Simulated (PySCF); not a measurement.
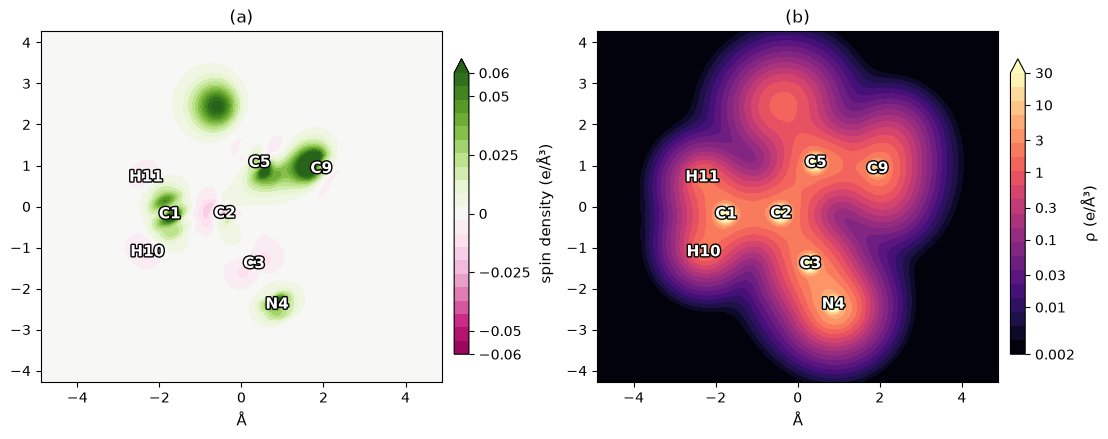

Figure. C$_{7}$H$_{8}$ClN (charge +1, doublet). (a) spin density; (b) electron density on the plane of atoms C1, C2 and C3.

Geometry: GFN2-xTB.

Theory: UKS B3LYP, pcH-1 on C Cl H N, non-relativistic, mean-field spin-orbit, GIAO in PySCF.

The calculation's input:

```
{"job": {"kind": "epr", "basis": "pcH-1"}, "charge": 1, "multiplicity": 2}
C      2.346906    -0.690957     0.562570
C      1.284890     0.059677     0.242353
C      1.450391     1.159035    -0.643475
N      1.600534     2.069585    -1.317278
C     -0.121813    -0.189458     0.697789
Cl    -0.169537    -0.908453     2.306729
C     -0.860608    -1.015253    -0.454670
C     -1.632237     0.225930    -0.862230
C     -1.166469     0.902300     0.438850
H      3.344659    -0.412916     0.259563
H      2.245507    -1.601557     1.132795
H     -1.484895    -1.771665     0.014562
H     -0.197471    -1.466589    -1.188338
H     -2.711572     0.108479    -0.940155
H     -1.266081     0.698448    -1.770680
H     -1.930330     0.948207     1.211800
H     -0.738874     1.897219     0.299906
```

Command:

```sh
OMP_NUM_THREADS=1 python probes_run.py task.json out
```

**Read the bonding off the picture.**

- The section cuts through C, N and H sites.
- C–N (1.14 Å): ρ at the midpoint is about 3.6 e/Å³.
- C–C (1.34 Å): ρ at the midpoint is about 2.3 e/Å³.
- C–H (1.08 Å): the density is about 2.1 e/Å³ at the midpoint.
- C–C (1.42 Å): the density is about 1.9 e/Å³ at the midpoint.
- C–C (1.50 Å): the density is about 1.7 e/Å³ at the midpoint.
- The unpaired spin (1 electron) lies mostly on C1 (about 0.3), Cl6 (about 0.1), C7 (about 0.1), N4 (about 0.1), C2 (about 0.1) and C5 (about 0.1), in electrons by Hirshfeld's partition.
